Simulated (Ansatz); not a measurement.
A series of calculations on AlNH4O

## 1. Relaxation

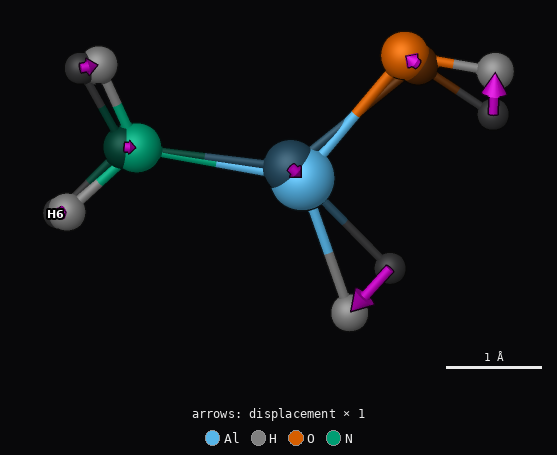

A relaxation of AlNH4O. The starting structure is drawn faded, the final one solid; purple arrows show the displacements, at their true length. The two geometries are superimposed by the best rigid fit.

A ball-and-stick model, seen from a free direction.

The run prepares an end point of a later path (reaction) calculation, from a guessed geometry.

Level of theory: RKS PBE/6-31G* in Ansatz. Settings: no spin polarisation; force threshold 0.03 eV/Å; at most 50 steps.

**What happened in the run?**

An H atom moves most after the best rigid fit: 0.66 Å. By element the largest moves are H 0.66 Å, O 0.18 Å, Al 0.17 Å, N 0.14 Å. Some distances before and after: Al–H 1.550 → 1.599 Å, Al–O 1.743 → 1.731 Å, Al–N 1.777 → 1.784 Å. Among the angles between lasting bonds that change: H–Al–O 87.2° → 123.0°, H–Al–N 140.8° → 120.3°, O–Al–N 131.9° → 116.7°. Over 7 geometry steps the energy falls by 15.2 kcal/mol. Largest force component: 1.4 eV/Å at the start, 0.02 eV/Å at the end.

## 2. Relaxation

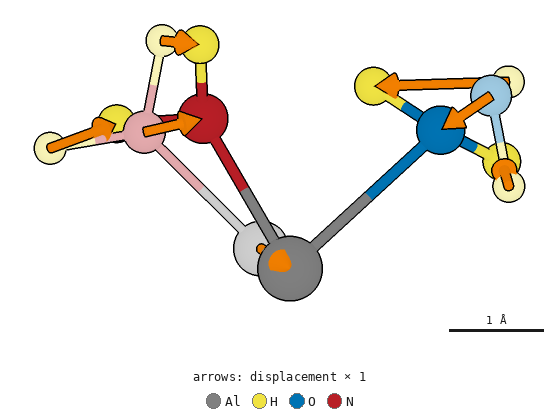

This is a relaxation of AlNH4O. The starting structure is drawn faded, the final one solid; orange arrows show the displacements, at their true length. The two geometries are superimposed by the best rigid fit.

The picture is a ball-and-stick view, seen face on.

The run prepares an end point of a later path (reaction) calculation, from a guessed geometry.

Theory: RKS PBE/6-31G* in Ansatz. Set-up: no spin polarisation; force threshold 0.03 eV/Å; at most 50 steps.

What happened in the run?

Answer. An H atom moves most after the best rigid fit: 1.54 Å. By element the largest moves are H 1.54 Å, Al 0.77 Å, N 0.68 Å, O 0.67 Å. Some distances before and after: Al–H 3.257 → 2.283 Å, Al–O 2.972 → 2.204 Å, Al–N 1.824 → 1.900 Å, H–O 0.980 → 1.010 Å. New bonds form, among them: Al–O (2.97 → 2.20 Å). Bond angles that change, for instance: Al–N–H 125.0° → 119.2°, H–O–H 102.2° → 106.6°, Al–N–H 125.8° → 121.7°. Over 21 accepted moves (24 points after the start) the energy falls by 6.02 kcal/mol. Largest force component: 0.48 eV/Å at the start, 0.023 eV/Å at the end. The line search rejected the trial steps at points 9, 14, 22 of the run. The run took 45 s on 1 thread of Arm Neoverse V1, with other jobs on the host, peak memory 0.12 GiB.

Limits of the set-up: the start holds two separate molecules, 2.8 Å apart at their closest, whose relative position is a soft coordinate and is computed without a dispersion correction.

## 3. Path

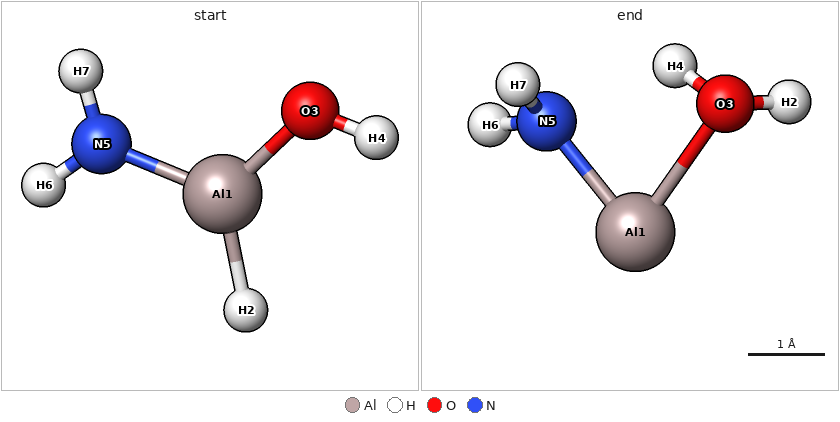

The two relaxed end points of a path for AlNH4O. A ball-and-stick model, seen at a tilt.

Method: Ansatz, RKS PBE/6-31G*.

Run with 9 movable images; climbing image; force threshold 0.03 eV/Å; iteration limit 60.

Start:
```xyz
7

Al    0.1368   -0.2667    0.2315
H    -0.0048   -0.7379    1.7527
O     1.6657    0.0047   -0.5339
H     2.4632   -0.1423    0.0042
N    -1.3171    0.0054   -0.7654
H    -2.2717   -0.1197   -0.4323
H    -1.3117    0.3047   -1.7391
```

End:
```xyz
7

Al   -0.6189    0.6995    0.9351
H     1.6921   -0.6823    0.9424
O     1.3127   -0.1064    0.2452
H     0.7004   -0.6887   -0.3080
N    -1.0382   -0.0828   -0.7454
H    -1.9950   -0.4071   -0.9219
H    -0.6929    0.3159   -1.6298
```

Question: Predict the minimum-energy path and its barrier.

Answer: Forward barrier 61.0 kcal/mol, backward barrier 22.5 kcal/mol, with image 5 at the top; the reaction energy is +38.5 kcal/mol. A hydrogen atom shifts from one atom to another. Breaking: Al1–H2 (1.60 → 1.72 at the top → 2.69 Å). Forming: H2–O3 (2.93 → 1.40 at the top → 0.98 Å). The band converged in 12 iterations, with a climbing image at the top. At the top, the vibrational analysis gives one imaginary mode (1204i cm⁻¹), as a transition state must have.

Energies of the converged images:

```tsv
image	path (Å)	E (kcal/mol)
0	0.00	0.0
1	0.45	1.3
2	0.90	5.9
3	1.35	19.4
4	1.80	44.2
5	2.24	61.0
6	2.73	44.6
7	3.21	40.2
8	3.69	39.2
9	4.18	38.8
10	4.66	38.5
```

The geometry at the top of the path:

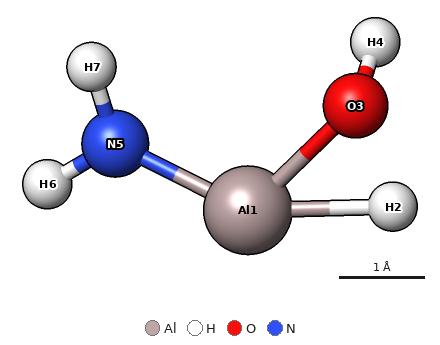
